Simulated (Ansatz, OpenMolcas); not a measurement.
# How methods differ on C2H5GeN (SMILES C1=[N][GeH2][CH2]1)

C2H5GeN has 9 atoms, charge 0, and is taken as a singlet. SMILES: `C1=[N][GeH2][CH2]1`. The coordinates come from a PBE0-D4/def2-TZVP relaxation.

Quantity: the HOMO–LUMO gap, in eV. The values are calculated.

```json
{"level": "HF/def2-SVP", "kind": "Hartree–Fock", "program": "OpenMolcas", "value (eV)": "13.73"}
{"level": "PBE/def2-SVP", "kind": "GGA", "program": "OpenMolcas", "value (eV)": "4.15"}
{"level": "revPBE/def2-SVP", "kind": "GGA", "program": "OpenMolcas", "value (eV)": "4.19"}
{"level": "TPSS/def2-SVP", "kind": "meta-GGA", "program": "OpenMolcas", "value (eV)": "4.43"}
{"level": "r2SCAN0/def2-SVP", "kind": "hybrid meta-GGA", "program": "Ansatz", "value (eV)": "7.05"}
{"level": "wB97M-V/def2-SVP", "kind": "range-separated hybrid", "program": "Ansatz", "value (eV)": "11.22"}
{"level": "wB97X/def2-SVP", "kind": "range-separated hybrid", "program": "Ansatz", "value (eV)": "11.51"}
{"level": "B2PLYP/def2-SVP", "kind": "double hybrid", "program": "OpenMolcas", "value (eV)": "9.52"}
```

All-electron rows without a relativistic Hamiltonian named are non-relativistic. The values span 4.15 to 13.73 eV. Orbital gaps aren't excitation energies, and those of double hybrids come from the SCF part alone; they tend to grow with the share of exact exchange.

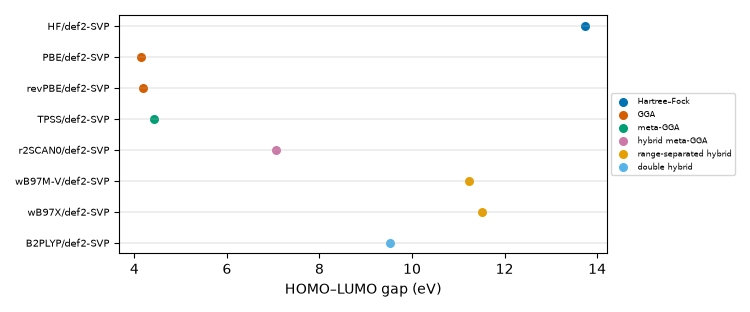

The values of the table, level by level.
